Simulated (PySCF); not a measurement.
System: C7H9O (SMILES C=C1C[C](CO)C1=C) (doublet).

```xyz
17

C    -2.6365   -0.0448   -0.6819
C    -1.3313   -0.1260   -0.5175
C    -0.2243   -0.9236   -1.1903
C     0.7015   -0.2386   -0.2209
C     2.1566   -0.3871   -0.0095
O     2.6430    0.2421    1.1505
C    -0.3359    0.4997    0.3795
C    -0.4375    1.4313    1.3656
H    -3.2418    0.6025   -0.0700
H    -3.1504   -0.6216   -1.4329
H    -0.3022   -2.0090   -1.0875
H    -0.0630   -0.6892   -2.2450
H     2.7150    0.0614   -0.8445
H     2.4122   -1.4646    0.0002
H     2.0541    0.0280    1.8828
H     0.4262    1.7996    1.8896
H    -1.3928    1.8518    1.6219
```

Geometry: GFN2-xTB.

Method: PySCF, UKS B3LYP, pcH-1 on C H O, non-relativistic, mean-field spin-orbit, GIAO.

Q: What can the converged electron density, electron localisation function and spin density tell about the bonding?

A: C–C (1.32 Å): ρ at the midpoint is about 2.4 e/Å³; the ELF peaks at about 0.95 between the atoms: a short, multiple covalent bond.
C–O (1.41 Å): ρ is about 2.1 e/Å³ halfway, with its minimum of 1.8 e/Å³ about 0.5 Å from C; the ELF peaks at about 0.90 between the atoms; a polar covalent bond.
C–C (1.36 Å): ρ is about 2.2 e/Å³ halfway; the ELF peaks at about 0.95 between the atoms; a covalent bond.
C–C (1.41 Å): the density is about 2 e/Å³ at the midpoint; the ELF peaks at about 0.95 between the atoms, as expected for a covalent bond.
The unpaired spin (1 electron) lies mostly on C8 (about 0.4) and C4 (about 0.4), in electrons by Hirshfeld's partition, with opposite, polarisation-induced spin on C1.

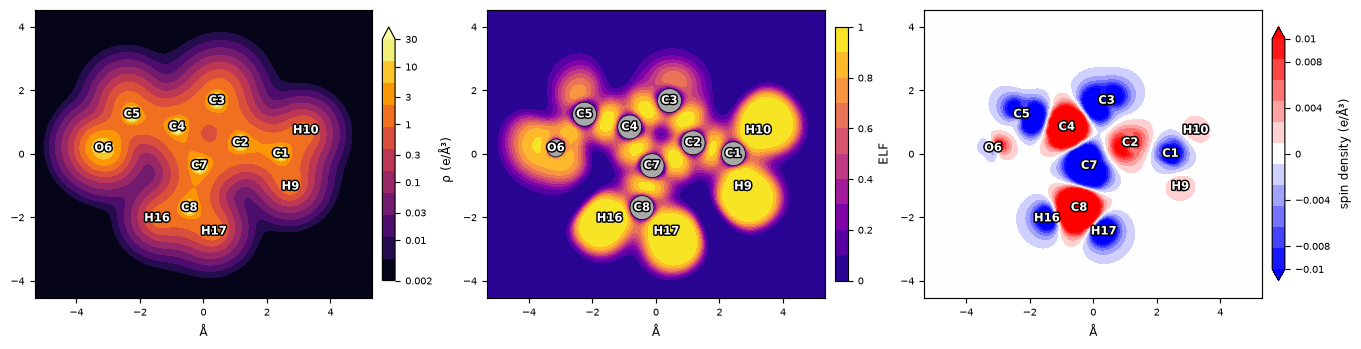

Computed electron density, electron localisation function and spin density on the plane of atoms C5, C4 and C7, in this order. Grey discs cover the atomic cores in the ELF map. 
